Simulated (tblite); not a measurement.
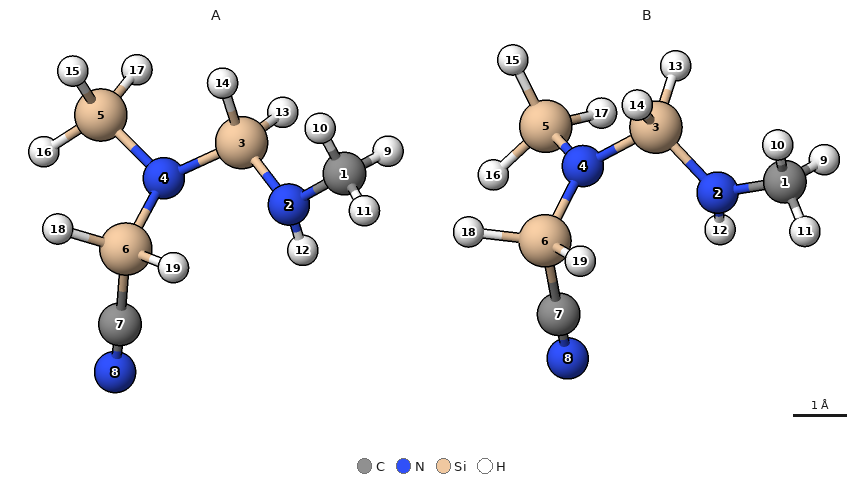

Two geometries of C₂H₁₁N₃Si₃, drawn at one scale. One is the start of a relaxation, the other its converged end. The picture is a ball-and-stick view, seen at a tilt.

Level of theory: tblite, GFN2-xTB geometry optimisation, gas phase. 

Which one is relaxed?

Structure B is the relaxed one. Over 145 geometry steps the energy falls by 47.9 kJ/mol. The largest move after the best rigid fit is that of H13, 1.45 Å. Largest moves by element: H 1.45 Å, Si 0.74 Å, N 0.63 Å, C 0.45 Å. Among the contacts that change: Si6–C7 1.818 → 1.873 Å, N2–Si3 1.766 → 1.712 Å, N4–Si6 1.787 → 1.733 Å, N4–Si5 1.780 → 1.744 Å. Among the angles between lasting bonds that change: C1–N2–Si3 114.0° → 122.7°, Si5–N4–Si6 113.4° → 120.5°, N2–Si3–N4 112.9° → 106.0°.
